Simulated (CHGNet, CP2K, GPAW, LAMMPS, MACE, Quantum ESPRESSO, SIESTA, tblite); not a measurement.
# Predicting plane-wave site energies from GPAW dzp, PBE: Sn in place of Ge in amorphous Ge (61 atoms)

Density of this cell: 5.38 g/cm³. The cell holds 61 atoms: 61 Ge. Cell: a = 11.099 Å, b = 11.099 Å, c = 11.099 Å, α = 90.0°, β = 90.0°, γ = 90.0°. 61 atoms (61 Ge) placed at random at 5.38 g/cm³, melted at 3500 K for 10 ps at fixed volume with the Tersoff potential (Tersoff, Phys. Rev. B 39, 5566 (1989)). Quenched from 3500 K to 100 K at 5 K/ps and fixed volume, held 5 ps, then minimised at fixed cell. Then the atoms were relaxed with MACE MPA-0 medium in the fixed cell.

Calculated with Quantum ESPRESSO 7.5: PBE; plane waves, SSSP efficiency, 60/480 Ry; k-points Γ. The cheaper level is PBE; dzp orbitals, PAW, h 0.18 Å; k-points Γ. Each row is one cell with Sn in place of Ge, relaxed with MACE MPA-0 medium; both levels solve the same cells, and energies are counted from site Ge35 at each level.

| energy from GPAW dzp, PBE (eV) | energy from plane waves (eV) | site |
| --- | --- | --- |
| 0.000 | 0 | Ge35 |
| 0.132 | ? | ? |
| 0.301 | 0.2429 | Ge33 |
| 0.384 | 0.2582 | Ge11 |
| 0.407 | 0.3261 | Ge16 |

Task: Fit a straight line to the rows given and interpolate to the withheld row.

Worked fit:

Take u as the energy from GPAW dzp, PBE and v as that from plane waves.

| u (eV) | v (eV) |
| --- | --- |
| 0 | 0 |
| 0.300795 | 0.242913 |
| 0.384385 | 0.258167 |
| 0.406791 | 0.326149 |

With n = 4: mean u = 0.272993, mean v = 0.206807, Σ(u − ū)² = 0.10561, Σ(u − ū)(v − v̄) = 0.079149. Slope b = 0.079149 / 0.10561 = 0.74946; intercept a = v̄ − b ū = 0.0022092.

At the withheld site u = 0.1318, and v = a + b u.

Prediction at 0.132: 0.1010 eV. The run gave 0.02079 eV, so the fit is high by 0.080 eV (386 % of the value).

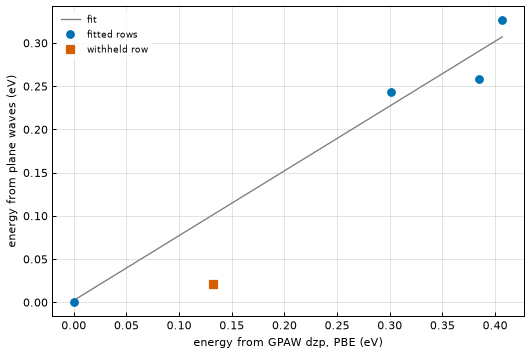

The fit, the rows that it rests on and the withheld row.

The slope of 0.75 says that GPAW dzp, PBE stretches the spread of the sites. Taken as it stands, without the line, its value misses the withheld site by 0.11 eV. Among the rows given, the largest miss of the fit is at 0.384, by 0.032 eV (9.8 % of the range of the table).

Limits: Few sites, one cell. The geometries are those of MACE MPA-0 medium, not of DFT.

[Hosts, paths, dates, database ids (printed as entryN), source tags and the programs' standing remarks are cut or masked in the printed files.]
